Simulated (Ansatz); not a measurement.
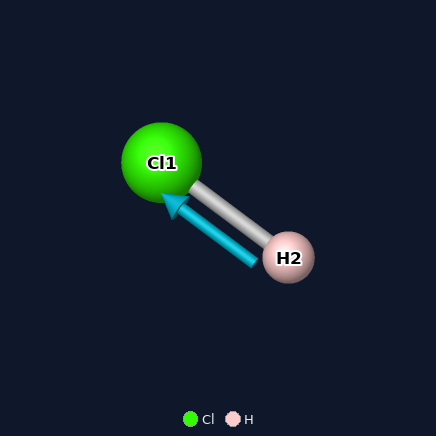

The arrows show one normal mode. Harmonic vibrations computed with RKS PBE0-D4/def2-TZVP (Ansatz 0.2.0) at a stationary point of the same level.

Q: What kind of motion is it?

A: Mostly Cl–H stretching.

Q: Estimate its harmonic wavenumber.

A: 2997 cm⁻¹; it is mode 1 of 1 counted from the lowest.
